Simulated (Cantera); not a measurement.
Feed: 1 mol PbS, 3.1 mol H2, 4.3 mol N2, at 1900 K.

Cantera equilibrium calculation (NASA polynomials, part measured and part estimated; ideal gas, pure solids and liquids). Candidate condensed phases: Pb, PbS, S; 18 gas species. Rates play no part.

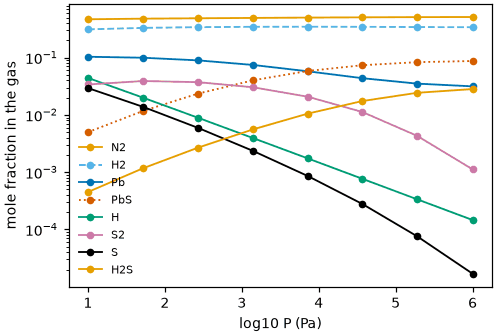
*Equilibrium gas composition (values under 1e-9 drawn at 1e-9)*

From 10.0 Pa to 1000000 Pa nothing is condensed. The main Pb-bearing gas is Pb at 10.0 Pa and PbS at 1000000 Pa.
